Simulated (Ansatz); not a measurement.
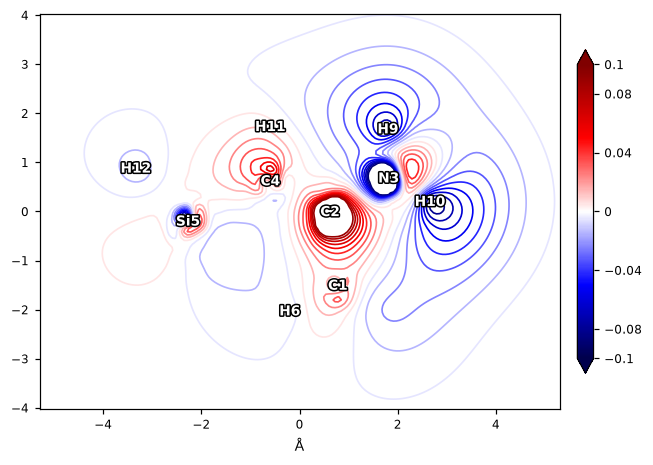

Figure. C3H9NSi (SMILES CC(N)=C[SiH3]). The LUMO on the plane of atoms C4, Si5 and H12 (values in Å⁻³ᐟ²; the overall sign is arbitrary).

These are results of RKS PBE/def2-SVP (Ansatz 0.2.0), not measurements.

```xyz
14

C    -1.3940   -0.4903    0.4540
C     0.0653   -0.2455    0.7528
N     0.4823   -0.7935    1.9538
C     0.9123    0.4033   -0.1069
Si    0.4892    1.0710   -1.7902
H    -1.6946   -0.0694   -0.5230
H    -1.6154   -1.5786    0.4453
H    -2.0402   -0.0306    1.2334
H     1.3996   -0.5145    2.3036
H    -0.2179   -0.9375    2.6822
H     1.9597    0.5295    0.2252
H     1.7392    1.6398   -2.4092
H    -0.5421    2.1779   -1.7640
H    -0.0565    0.0292   -2.7414
```

Where does this orbital lie, and at what energy?

Its weight (Hirshfeld) is mainly on C2 (about 30 %), C4 (about 20 %), Si5 (about 15 %) and N3 (about 10 %). Its energy is −0.55 eV.
